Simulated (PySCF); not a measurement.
# C2H2AlCl (SMILES Cl[C]1=[CH][AlH]1), step by step

Aim: a geometry optimisation (HF/3-21G), then vibrational wavenumbers, then the energy (CCSD(T)/aug-pcseg-1), then the vertical excitations (TD-O3LYP/6-31G*) of C2H2AlCl. The job is set up through a Python script.

The results are computed with PySCF 2.14.0.

## 1. The molecule

C2H2AlCl has 6 atoms, charge 0, and is taken as a singlet. As SMILES, `Cl[C]1=[CH][AlH]1`. Geometry: a rough force-field guess. The run starts from this shape.

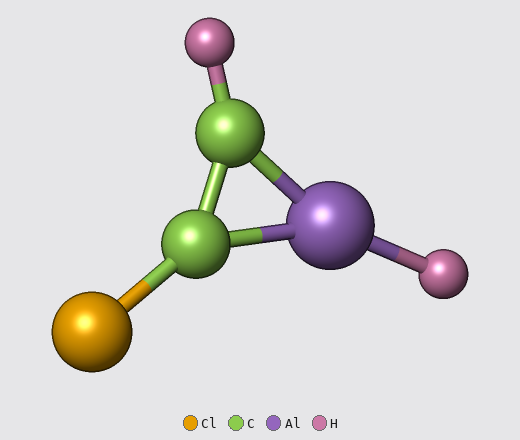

The structure, seen from a chosen angle (chlorine amber, carbon green, aluminium purple, hydrogen pink).

## 2. A geometry optimisation at HF/3-21G (sfX2C) (run 1)

The input, run.py:

```python
from pyscf import gto
from pyscf.geomopt.geometric_solver import kernel as optimise

mol = gto.Mole()
mol.atom = [
    ('Cl', (-1.017000, -2.416200, 0.044100)),
    ('C', (-0.266600, -0.815300, 0.027000)),
    ('C', (0.931400, -0.077500, 0.165800)),
    ('Al', (-0.391200, 0.993800, -0.185100)),
    ('H', (2.032400, -0.113400, 0.357800)),
    ('H', (-1.246900, 2.364600, -0.455800)),
]
mol.verbose = 3
mol.max_memory = 1860
mol.basis = '3-21g'
mol.charge = 0
mol.build()

mf = mol.RHF()
mf = mf.sfx2c1e()
converged, mol_eq = optimise(mf, maxsteps=100)
print('converged:', converged)
print(mol_eq.tostring())

mf.reset(mol_eq)
mol = mol_eq
mf.kernel()
e_final = mf.e_tot
print('Final energy', e_final)
```

On the command line:

```bash
$ OMP_NUM_THREADS=1 python run.py
```

Log:

```text
maxiter                   100
----------------------------------------------------------
Custom engine selected.
Bonds will be generated from interatomic distances less than 1.20 times sum of covalent radii
18 internal coordinates being used (instead of 18 Cartesians)
Internal coordinate system (atoms numbered from 1):
Distance 1-2
Distance 2-3
Distance 2-4
Distance 3-4
Distance 3-5
Distance 4-6
Angle 1-2-4
Angle 3-2-4
Angle 2-3-5
Angle 4-3-5
Angle 2-4-6
Angle 3-4-6
Out-of-Plane 2-3-1-4
Out-of-Plane 3-2-4-5
Out-of-Plane 4-2-3-6
Dihedral 1-2-3-4
Dihedral 1-2-3-5
Dihedral 4-2-3-5
Dihedral 1-2-4-3
Dihedral 1-2-4-6
Dihedral 3-2-4-6
Dihedral 2-3-4-6
Dihedral 5-3-4-2
Dihedral 5-3-4-6
Translation-X 1-6
Translation-Y 1-6
Translation-Z 1-6
Rotation-A 1-6
Rotation-B 1-6
Rotation-C 1-6
> ===== Optimization Info: ====
> Job type: Energy minimization
> Maximum number of optimization cycles: 100
> Initial / maximum trust radius (Angstrom): 0.100 / 0.300
> Convergence Criteria:
> Will converge when all 5 criteria are reached:
>  |Delta-E| < 1.00e-06
>  RMS-Grad  < 3.00e-04
>  Max-Grad  < 4.50e-04
>  RMS-Disp  < 1.20e-03
>  Max-Disp  < 1.80e-03
> === End Optimization Info ===

Geometry optimization cycle 1
Cartesian coordinates (Angstrom)
 Atom        New coordinates             dX        dY        dZ
  Cl  -1.017000  -2.416200   0.044100    0.000000  0.000000  0.000000
   C  -0.266600  -0.815300   0.027000    0.000000  0.000000 -0.000000
   C   0.931400  -0.077500   0.165800    0.000000  0.000000  0.000000
  Al  -0.391200   0.993800  -0.185100    0.000000 -0.000000  0.000000
   H   2.032400  -0.113400   0.357800    0.000000  0.000000  0.000000
   H  -1.246900   2.364600  -0.455800    0.000000  0.000000  0.000000

WARN: Mole.unit (angstrom) is changed to Bohr

converged SCF energy = -775.814853961206
--------------- sfX2C1eRHF_Scanner gradients ---------------
         x                y                z
0 Cl    -0.0121295916     0.0188928407    -0.0042913057
1 C    -0.0326107743    -0.0318030671    -0.0019789398
2 C    -0.0653683737     0.0645743785    -0.0173907319
3 Al     0.0880539194    -0.0908281541     0.0236887093
4 H     0.0326858362     0.0254678007     0.0026002209
5 H    -0.0106310160     0.0136962012    -0.0026279529
----------------------------------------------
cycle 1: E = -775.814853961  dE = -775.815  norm(grad) = 0.173038
Step    0 : Gradient = 7.064e-02/1.287e-01 (rms/max) Energy = -775.8148539612
Hessian Eigenvalues: 2.31934e-02 2.34522e-02 2.71328e-02 ... 3.03737e-01 3.17478e-01 4.14132e-01

Geometry optimization cycle 2
Cartesian coordinates (Angstrom)
 Atom        New coordinates             dX        dY        dZ
  Cl  -0.866446  -2.445215   0.073728    0.150554 -0.029015  0.029628
   C  -0.291126  -0.764207   0.017166   -0.024526  0.051093 -0.009834
   C   0.907789  -0.105595   0.164028   -0.023611 -0.028095 -0.001772
  Al  -0.431335   1.061691  -0.198263   -0.040135  0.067891 -0.013163
   H   1.975132  -0.243765   0.360617   -0.057268 -0.130365  0.002817
   H  -1.251915   2.433090  -0.463477   -0.005015  0.068490 -0.007677
converged SCF energy = -775.840782028008
--------------- sfX2C1eRHF_Scanner gradients ---------------
         x                y                z
0 Cl    -0.0058638645     0.0145345580    -0.0027037950
1 C    -0.0203214620    -0.0137592752    -0.0016593240
2 C    -0.0325344414     0.0224583677    -0.0072893895
3 Al     0.0460864191    -0.0525387028     0.0122979331
4 H     0.0208236324     0.0184240661     0.0013443804
5 H    -0.0081902836     0.0108809862    -0.0019898050
----------------------------------------------
cycle 2: E = -775.840782028  dE = -0.0259281  norm(grad) = 0.0920533
Step    1 : Displace = 1.004e-01/1.562e-01 (rms/max) Trust = 1.000e-01 (=) Grad = 3.758e-02/7.096e-02 (rms/max) E (change) = -775.8407820280 (-2.593e-02) Quality = 0.980
Hessian Eigenvalues: 2.31934e-02 2.34522e-02 2.71313e-02 ... 3.15427e-01 3.53221e-01 4.01302e-01

Geometry optimization cycle 3
Cartesian coordinates (Angstrom)
 Atom        New coordinates             dX        dY        dZ
  Cl  -0.651432  -2.477107   0.119558    0.215014 -0.031892  0.045830
   C  -0.311213  -0.701905  -0.000283   -0.020087  0.062301 -0.017450
   C   0.867323  -0.107240   0.154120   -0.040467 -0.001645 -0.009907
  Al  -0.481682   1.159243  -0.217731   -0.050348  0.097552 -0.019468
   H   1.853758  -0.435605   0.362164   -0.121374 -0.191841  0.001546
   H  -1.234653   2.498614  -0.464027    0.017262  0.065524 -0.000551
converged SCF energy = -775.854701233113
--------------- sfX2C1eRHF_Scanner gradients ---------------
         x                y                z
0 Cl     0.0019960393     0.0061858233    -0.0001541721
1 C     0.0123985294     0.0065004537     0.0014413581
2 C    -0.0188889393    -0.0152988401    -0.0011925763
3 Al     0.0076913236    -0.0024343271     0.0008874985
4 H    -0.0042057910     0.0084275373    -0.0018600321
5 H     0.0010088380    -0.0033806470     0.0008779239
----------------------------------------------
cycle 3: E = -775.854701233  dE = -0.0139192  norm(grad) = 0.0316837
Step    2 : Displace = 1.439e-01/2.264e-01 (rms/max) Trust = 1.414e-01 (+) Grad = 1.293e-02/2.434e-02 (rms/max) E (change) = -775.8547012331 (-1.392e-02) Quality = 1.044
Hessian Eigenvalues: 2.31881e-02 2.34519e-02 2.71449e-02 ... 3.19393e-01 3.41018e-01 4.76027e-01

Geometry optimization cycle 4
Cartesian coordinates (Angstrom)
 Atom        New coordinates             dX        dY        dZ
  Cl  -0.644554  -2.489417   0.121619    0.006878 -0.012310  0.002061
   C  -0.310771  -0.697857  -0.000025    0.000443  0.004049  0.000258
   C   0.884636  -0.092407   0.155052    0.017313  0.014833  0.000931
  Al  -0.494361   1.170298  -0.220281   -0.012678  0.011055 -0.002549
   H   1.861432  -0.472537   0.367241    0.007674 -0.036932  0.005077
   H  -1.254283   2.517918  -0.469806   -0.019630  0.019305 -0.005778
converged SCF energy = -775.855910899386
--------------- sfX2C1eRHF_Scanner gradients ---------------
         x                y                z
0 Cl     0.0006527954     0.0001675528     0.0001674520
1 C    -0.0034815731    -0.0018040539    -0.0004844745
2 C     0.0000879472    -0.0023651366     0.0007137461
3 Al     0.0028852656     0.0020554525    -0.0003927316
4 H     0.0005439740     0.0023362460    -0.0002864357
5 H    -0.0006884091    -0.0003900608     0.0002824437
----------------------------------------------
cycle 4: E = -775.855910899  dE = -0.00120967  norm(grad) = 0.00643814
Step    3 : Displace = 2.333e-02/3.874e-02 (rms/max) Trust = 2.000e-01 (+) Grad = 2.628e-03/3.951e-03 (rms/max) E (change) = -775.8559108994 (-1.210e-03) Quality = 1.102
Hessian Eigenvalues: 2.31251e-02 2.34532e-02 2.71348e-02 ... 3.19170e-01 3.46322e-01 5.30255e-01

Geometry optimization cycle 5
Cartesian coordinates (Angstrom)
 Atom        New coordinates             dX        dY        dZ
  Cl  -0.641390  -2.487879   0.121264    0.003164  0.001537 -0.000355
   C  -0.304469  -0.694267   0.001739    0.006302  0.003590  0.001764
   C   0.888492  -0.086336   0.155136    0.003856  0.006070  0.000084
  Al  -0.501076   1.170596  -0.220198   -0.006716  0.000298  0.000083
   H   1.858515  -0.486402   0.367523   -0.002917 -0.013865  0.000282
   H  -1.257971   2.520288  -0.471664   -0.003688  0.002370 -0.001858
converged SCF energy = -775.85602349038
--------------- sfX2C1eRHF_Scanner gradients ---------------
         x                y                z
0 Cl     0.0001188552    -0.0008476475     0.0001326737
1 C    -0.0007117964    -0.0010453503     0.0000226448
2 C    -0.0005373393    -0.0003746977     0.0002916239
3 Al     0.0016031458     0.0021595908    -0.0005602746
4 H     0.0002577132     0.0002708659    -0.0000928052
5 H    -0.0007305785    -0.0001627613     0.0002061374
----------------------------------------------
cycle 5: E = -775.85602349  dE = -0.000112591  norm(grad) = 0.00334115
Step    4 : Displace = 8.044e-03/1.441e-02 (rms/max) Trust = 2.828e-01 (+) Grad = 1.364e-03/2.747e-03 (rms/max) E (change) = -775.8560234904 (-1.126e-04) Quality = 1.286
Hessian Eigenvalues: 2.23056e-02 2.34638e-02 2.69820e-02 ... 3.20585e-01 3.51247e-01 5.27897e-01

Geometry optimization cycle 6
Cartesian coordinates (Angstrom)
 Atom        New coordinates             dX        dY        dZ
  Cl  -0.641685  -2.484323   0.119853   -0.000294  0.003557 -0.001411
   C  -0.301545  -0.692312   0.003238    0.002924  0.001954  0.001499
   C   0.890901  -0.083008   0.155651    0.002409  0.003328  0.000515
  Al  -0.507780   1.166186  -0.219108   -0.006704 -0.004410  0.001090
   H   1.858671  -0.489815   0.366875    0.000156 -0.003413 -0.000648
   H  -1.256463   2.519272  -0.472709    0.001509 -0.001016 -0.001045
converged SCF energy = -775.856063568587
--------------- sfX2C1eRHF_Scanner gradients ---------------
         x                y                z
0 Cl    -0.0000103096    -0.0006650100     0.0000595396
1 C    -0.0003550806     0.0001776388     0.0000048849
2 C    -0.0000486961     0.0004315187     0.0002674200
3 Al     0.0007925937     0.0006893289    -0.0004582691
4 H     0.0000725940    -0.0003772738    -0.0000693817
5 H    -0.0004511014    -0.0002562025     0.0001958064
----------------------------------------------
cycle 6: E = -775.856063569  dE = -4.00782e-05  norm(grad) = 0.00162386
Step    5 : Displace = 4.621e-03/7.920e-03 (rms/max) Trust = 3.000e-01 (+) Grad = 6.629e-04/1.146e-03 (rms/max) E (change) = -775.8560635686 (-4.008e-05) Quality = 1.306
Hessian Eigenvalues: 1.98322e-02 2.34410e-02 2.68666e-02 ... 3.19982e-01 3.50359e-01 5.27110e-01

Geometry optimization cycle 7
Cartesian coordinates (Angstrom)
 Atom        New coordinates             dX        dY        dZ
  Cl  -0.642642  -2.483228   0.118682   -0.000957  0.001094 -0.001170
   C  -0.300241  -0.693415   0.004561    0.001303 -0.001102  0.001324
   C   0.890975  -0.082001   0.155979    0.000074  0.001007  0.000328
  Al  -0.512878   1.162053  -0.217831   -0.005098 -0.004133  0.001276
   H   1.859388  -0.487500   0.365828    0.000717  0.002315 -0.001048
   H  -1.252502   2.520091  -0.473419    0.003961  0.000819 -0.000710
converged SCF energy = -775.856077388783
--------------- sfX2C1eRHF_Scanner gradients ---------------
         x                y                z
0 Cl    -0.0000729077    -0.0001486055    -0.0000244937
1 C     0.0000728001     0.0003655870     0.0000792695
2 C    -0.0000842567     0.0004210492     0.0002469724
3 Al     0.0004411628    -0.0002483470    -0.0003288759
4 H    -0.0000799774    -0.0003163782    -0.0001165337
5 H    -0.0002768210    -0.0000733055     0.0001436615
----------------------------------------------
cycle 7: E = -775.856077389  dE = -1.38202e-05  norm(grad) = 0.00100289
Step    6 : Displace = 3.600e-03/6.632e-03 (rms/max) Trust = 3.000e-01 (=) Grad = 4.094e-04/6.037e-04 (rms/max) E (change) = -775.8560773888 (-1.382e-05) Quality = 1.301
Hessian Eigenvalues: 1.64274e-02 2.34616e-02 2.70094e-02 ... 3.22104e-01 3.49474e-01 5.28841e-01

Geometry optimization cycle 8
Cartesian coordinates (Angstrom)
 Atom        New coordinates             dX        dY        dZ
  Cl  -0.642067  -2.484072   0.118362    0.000575 -0.000843 -0.000320
   C  -0.300712  -0.694935   0.005119   -0.000471 -0.001521  0.000558
   C   0.889811  -0.082100   0.155946   -0.001164 -0.000099 -0.000033
  Al  -0.516118   1.160133  -0.216951   -0.003239 -0.001920  0.000880
   H   1.859552  -0.484715   0.365048    0.000164  0.002785 -0.000780
   H  -1.248366   2.521689  -0.473724    0.004136  0.001599 -0.000305
converged SCF energy = -775.856081946088
--------------- sfX2C1eRHF_Scanner gradients ---------------
         x                y                z
0 Cl    -0.0000191336     0.0001514807    -0.0000524844
1 C     0.0000542895     0.0001370153     0.0000961570
2 C    -0.0000714180     0.0001691403     0.0002471737
3 Al     0.0001220730    -0.0002787886    -0.0002972320
4 H    -0.0000104104    -0.0001311108    -0.0001215905
5 H    -0.0000754005    -0.0000477368     0.0001279763
----------------------------------------------
cycle 8: E = -775.856081946  dE = -4.5573e-06  norm(grad) = 0.000623886
Step    7 : Displace = 2.841e-03/4.391e-03 (rms/max) Trust = 3.000e-01 (=) Grad = 2.547e-04/4.254e-04 (rms/max) E (change) = -775.8560819461 (-4.557e-06) Quality = 1.287
Hessian Eigenvalues: 1.34770e-02 2.35365e-02 2.70285e-02 ... 3.21766e-01 3.49604e-01 5.28413e-01

Geometry optimization cycle 9
Cartesian coordinates (Angstrom)
 Atom        New coordinates             dX        dY        dZ
  Cl  -0.641190  -2.485393   0.118490    0.000877 -0.001322  0.000128
   C  -0.301330  -0.695874   0.005212   -0.000618 -0.000938  0.000093
   C   0.888899  -0.082395   0.155710   -0.000911 -0.000295 -0.000236
  Al  -0.517362   1.159793  -0.216453   -0.001244 -0.000340  0.000498
   H   1.859273  -0.483317   0.364735   -0.000279  0.001398 -0.000312
   H  -1.246190   2.523186  -0.473894    0.002175  0.001497 -0.000170
converged SCF energy = -775.856083165009
--------------- sfX2C1eRHF_Scanner gradients ---------------
         x                y                z
0 Cl     0.0000137022     0.0001458482    -0.0000481770
1 C     0.0000125852    -0.0000508972     0.0001057155
2 C    -0.0000114668    -0.0000026730     0.0002246386
3 Al     0.0000055756    -0.0001099405    -0.0002739047
4 H    -0.0000083652    -0.0000051911    -0.0001126625
5 H    -0.0000120310     0.0000228536     0.0001043902
----------------------------------------------
cycle 9: E = -775.856083165  dE = -1.21892e-06  norm(grad) = 0.000446992
Step    8 : Displace = 1.622e-03/2.554e-03 (rms/max) Trust = 3.000e-01 (=) Grad = 1.825e-04/2.952e-04 (rms/max) E (change) = -775.8560831650 (-1.219e-06) Quality = 1.260
Hessian Eigenvalues: 1.03635e-02 2.32223e-02 2.65483e-02 ... 3.21650e-01 3.54256e-01 5.27413e-01

Geometry optimization cycle 10
Cartesian coordinates (Angstrom)
 Atom        New coordinates             dX        dY        dZ
  Cl  -0.640756  -2.486096   0.118633    0.000434 -0.000703  0.000142
   C  -0.301654  -0.696094   0.005131   -0.000324 -0.000220 -0.000080
   C   0.888553  -0.082497   0.155458   -0.000346 -0.000102 -0.000252
  Al  -0.517623   1.159958  -0.216135   -0.000261  0.000165  0.000318
   H   1.859083  -0.482983   0.364722   -0.000190  0.000334 -0.000013
   H  -1.245504   2.523712  -0.474010    0.000687  0.000526 -0.000116
converged SCF energy = -775.856083529804
--------------- sfX2C1eRHF_Scanner gradients ---------------
         x                y                z
0 Cl     0.0000187509     0.0000491111    -0.0000376757
1 C    -0.0000236299    -0.0000651085     0.0001007289
2 C    -0.0000052795    -0.0000265154     0.0001728260
3 Al    -0.0000276768     0.0000074765    -0.0002468953
4 H     0.0000219176     0.0000166433    -0.0000818608
5 H     0.0000159177     0.0000183930     0.0000928768
----------------------------------------------
cycle 10: E = -775.85608353  dE = -3.64795e-07  norm(grad) = 0.000358025
Step    9 : Displace = 5.993e-04/8.729e-04 (rms/max) Trust = 3.000e-01 (=) Grad = 1.462e-04/2.486e-04 (rms/max) E (change) = -775.8560835298 (-3.648e-07) Quality = 1.426
Hessian Eigenvalues: 1.03635e-02 2.32223e-02 2.65483e-02 ... 3.21650e-01 3.54256e-01 5.27413e-01
Converged! =D

converged: True
Cl         -0.64075575       -2.48609589        0.11863289
C          -0.30165414       -0.69609365        0.00513144
C           0.88855310       -0.08249727        0.15545751
Al         -0.51762268        1.15995757       -0.21613456
H           1.85908304       -0.48298261        0.36472239
H          -1.24550357        2.52371185       -0.47400967
converged SCF energy = -775.856083529813
Final energy -775.8560835298126
```

It took 11 s on 1 thread of Arm Neoverse V1, shared host; peak memory 0.14 GiB.

Steps, from the record of the run:

```csv
step,energy from the first frame kept (eV),largest force (eV/Å)
0,0.0000,6.6182
1,-0.7055,3.6490
2,-1.0843,1.2514
3,-1.1172,0.2032
4,-1.1203,0.1413
5,-1.1214,0.0589
6,-1.1217,0.0310
7,-1.1219,0.0219
8,-1.1219,0.0152
9,-1.1219,0.0128
```

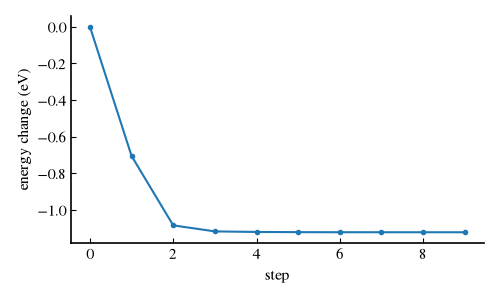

Energy along the run.

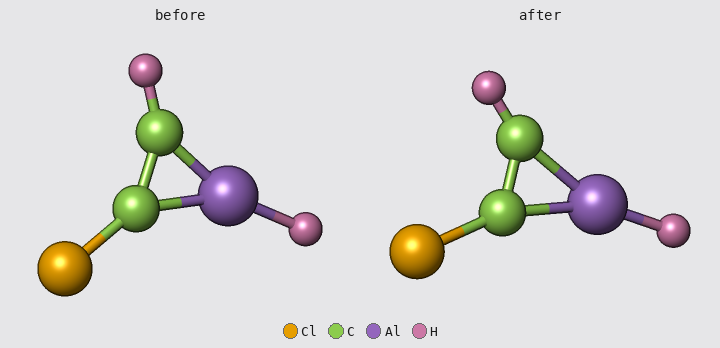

Before and after, at one scale.

After the run. Bond lengths: Cl1–C2 1.825 Å, C2–C3 1.347 Å, C2–Al4 1.882 Å, C3–Al4 1.913 Å, C3–H5 1.071 Å, Al4–H6 1.567 Å. Angles: Cl1–C2–C3 127.1°, Cl1–C2–Al4 162.4°, C3–C2–Al4 70.4°, C2–C3–Al4 68.0°, C2–Al4–C3 41.6°, C2–C3–H5 130.7°, Al4–C3–H5 161.3°, C2–Al4–H6 158.6°, C3–Al4–H6 159.8°.

## 3. Vibrational wavenumbers at HF/3-21G (sfX2C) (run 2)

The input, job.py:

```python
import numpy
from pyscf import gto, scf, symm
from pyscf.hessian import thermo

system = gto.M(
    atom=[
    ('Cl', (-0.312793, -1.761158, 0.116453)),
    ('C', (0.026309, 0.028844, 0.002951)),
    ('C', (1.216516, 0.642441, 0.153278)),
    ('Al', (-0.189660, 1.884896, -0.218315)),
    ('H', (2.187046, 0.241955, 0.362542)),
    ('H', (-0.917541, 3.248650, -0.476190)),
],
    verbose=3,
    basis='3-21g',
    max_memory=1860,
    charge=0,
)

mf = scf.RHF(system)
mf = mf.sfx2c1e()
mf.kernel()

e_final = mf.e_tot
print('Final energy', e_final)
hess = mf.Hessian().kernel()
modes = thermo.harmonic_analysis(system, hess)
print('frequencies (1/cm)', numpy.round(modes['freq_wavenumber'], 1))
symm.geom.TOLERANCE = 1e-3  # for the symmetry number
th = thermo.thermo(mf, modes['freq_au'], 800, 101325)
thermo.dump_thermo(system, th)
```

On the command line:

```bash
$ OMP_NUM_THREADS=1 python job.py
```

Log:

```text
converged SCF energy = -775.856083529872
Final energy -775.8560835298722
frequencies (1/cm) [ 264.2  326.9  420.2  522.2  525.3  733.1  978.9 1017.3 1223.8 1554.4
 2100.  3384.5]
temperature 800.0000 [K]
pressure 101325.00 [Pa]
Rotational constants [GHz] 18.48247 2.25175 2.00721
Symmetry number 1
Zero-point energy (ZPE) 0.02973 [Eh]   78060.924 [J/mol]
                           tot       elec      trans        rot        vib
Entropy [J/mol/K]       383.652      0.000    185.168    120.075     78.408
Cv [J/mol/K]             98.259      0.000     12.472     12.472     73.316
Cp [J/mol/K]            106.574      0.000     20.786     12.472     73.316
Internal energy [J/mol]                      9977.352   9977.352 112277.041
Internal energy [Eh]   -775.80572  -775.85608
Enthalpy [J/mol]                            16628.920   9977.352 112277.041
Enthalpy [Eh]          -775.80319
Gibbs free energy [J/mol]                  -131505.790 -86082.690  49550.498
Gibbs free energy [Eh] -775.92009
```

Wall time 13 s (1 thread of Arm Neoverse V1, shared host); peak memory 0.15 GiB.

(Part 1 of 2 ends here.)
